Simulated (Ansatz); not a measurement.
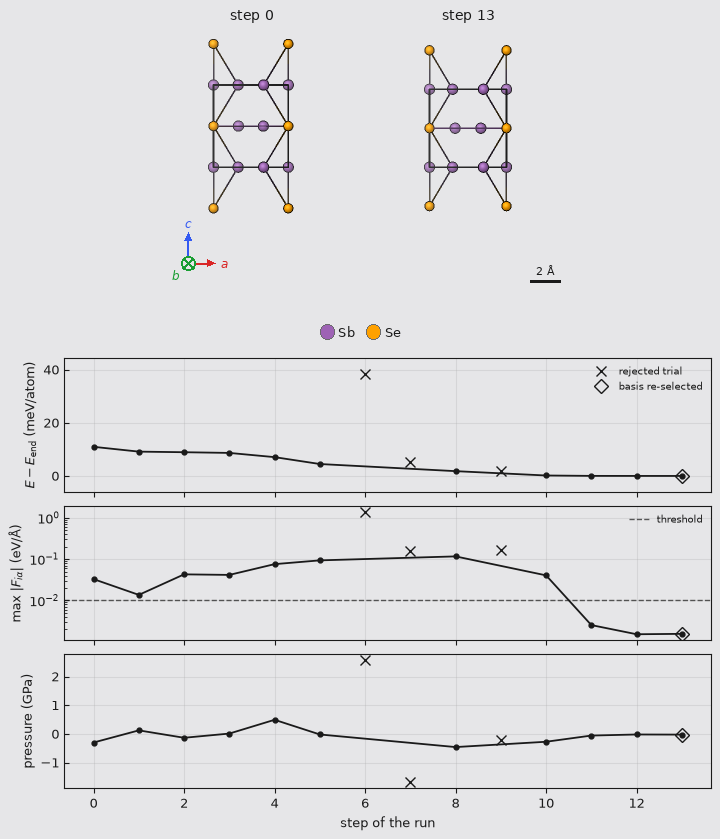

First and last geometry of a relaxation of a crystal of Sb₅Se (a generated structure, set up in P-62m), with the history of the run. The picture is a polyhedral view of the cell of the calculation, seen along the b axis.

Computed with Ansatz, DFT PBE, scalar-relativistic, plane waves, PAW.

The input:
```yaml
crystal:
  lattice:
    - [5.77715189, 0.0, 0.0]
    - [-2.88857595, 5.0031603, 0.0]
    - [0.0, 0.0, 5.4982405]
  atoms:
    - { symbol: Sb, position: [0.33333333, 0.66666667, 0.5] }
    - { symbol: Sb, position: [0.0, 0.67079443, 0.0] }
    - { symbol: Sb, position: [0.67079443, 0.0, 0.0] }
    - { symbol: Sb, position: [0.32920557, 0.32920557, 0.0] }
    - { symbol: Sb, position: [0.66666667, 0.33333333, 0.5] }
    - { symbol: Se, position: [0.0, 0.0, 0.5] }
basis:
  ecutwfc: 420
kpoints:
  mp_grid: { grid: [6, 6, 8] }
hamiltonian:
  xc: pbe
scf:
  occupations: { method: gaussian, width: 0.1 }
output:
  forces: true
  stress: true
  eigenvalues: true
relax:
  adjacent_minimum: "off"
  f_tol: 0.01
  max_steps: 80
  cell: { stress_tol: 0.05 }
```

Command:
```bash
ansatz run input.yaml --threads 1 --pin off --max-ram 2560MiB --backend cpu --events-out ev --progress --plain --runs-dir out
```

**Did the run converge, and what did it change?**

It converged. The largest moves relative to the cell, 0.18 Å, are those of Sb2, Sb3 and Sb4. Sb3 goes along +a. Se stays in place. The volume changes by +0.5 %, with a = b 5.777 → 5.947 Å (+2.9 %), c 5.498 → 5.212 Å (−5.2 %). Near-neighbour distances that change, for instance: Sb2–Se6 3.343 → 3.157 Å, Sb1–Se6 3.335 → 3.434 Å. The space group stays P-62m (No. 189). Over 9 accepted moves (13 points after the start) the energy falls by 11.0 meV per atom. The largest force component goes from 0.033 to 0.0016 eV/Å. The pressure goes from −0.30 to −0.02 GPa. The line search rejected the trial steps at points 6, 7, 9 of the run. At 1 point the geometry stayed and the basis and grid were re-selected for the new cell (energy shift of less than 0.05 meV per atom at most each time). Cost: 4.8 min on 1 thread of Intel(R) Xeon(R) Platinum 8488C (Sapphire Rapids), on a shared host, peak memory 0.62 GiB.
